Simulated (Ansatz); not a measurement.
Take Ir in the fcc (Cu type) structure (space group Fm-3m, No. 225; a = 3.846 Å; relaxed with 0.1 eV smearing) as the base. Axes: x, y, z lie along the cube axes.

Structures relaxed with r2SCAN, PAW, 500 eV (Ansatz, a quantum-chemistry and plane-wave program; scalar-relativistic without spin-orbit coupling), earlier PAW set.

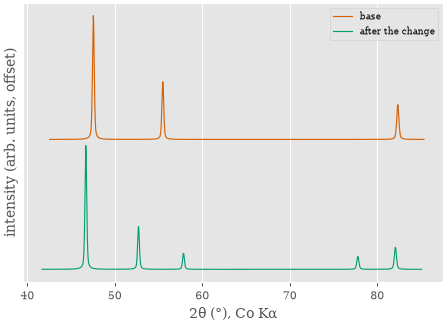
Figure. Simulated powder patterns before (top) and after one change

Task: What was done to the base?
A) tensor shear ε_xz = +0.75 %
B) isotropic strain +3.48 %
C) uniaxial stress, 8 GPa tension along x
D) biaxial strain +4.86 %, plane normal [001], relaxed out of plane

Result: D, biaxial strain +4.86 %, plane normal [001], relaxed out of plane. Its volume per atom is 15.05 Å³ against 14.22 Å³, and its space group is I4/mmm (No. 139).

Stability under load was not tested beyond the relaxation. The final runs are not spin-polarised.
